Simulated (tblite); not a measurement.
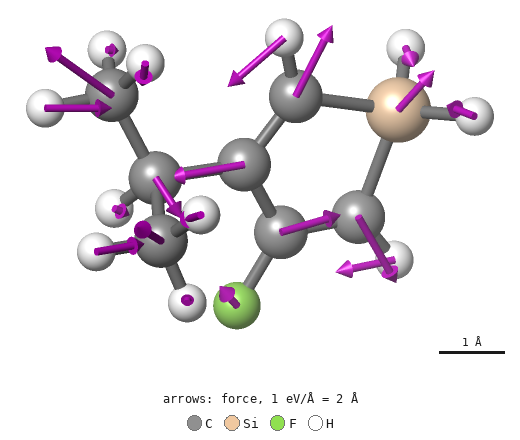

Starting geometry of C₇H₁₁FSi with the computed forces as purple arrows. Style: ball-and-stick. Shown at a tilt.

These are results of tblite 0.8.0, GFN2-xTB geometry optimisation, gas phase, not measurements. 

Q: Is this structure relaxed? If not, where do the atoms go?

A: It isn't relaxed: the largest force vector, on a C atom, is 0.82 eV/Å. The final displacements follow the starting forces only in part (cosine between the two patterns 0.39). The energy falls by 0.123 eV in 46 geometry steps. An H atom moves most after the best rigid fit: 0.14 Å. Largest moves by element: H 0.14 Å, F 0.08 Å, C 0.05 Å, Si 0.04 Å. Some distances before and after: C–Si 1.857 → 1.880 Å, C–H 1.108 → 1.088 Å, H–Si 1.482 → 1.463 Å, C–C 1.516 → 1.503 Å. Bond angles that change, for instance: Si–C–H 120.3° → 127.4°, Si–C–H 123.6° → 130.1°, C–C–H 127.9° → 122.1°. The run took 0.37 s on 1 thread of Arm Neoverse V1, on a shared host.
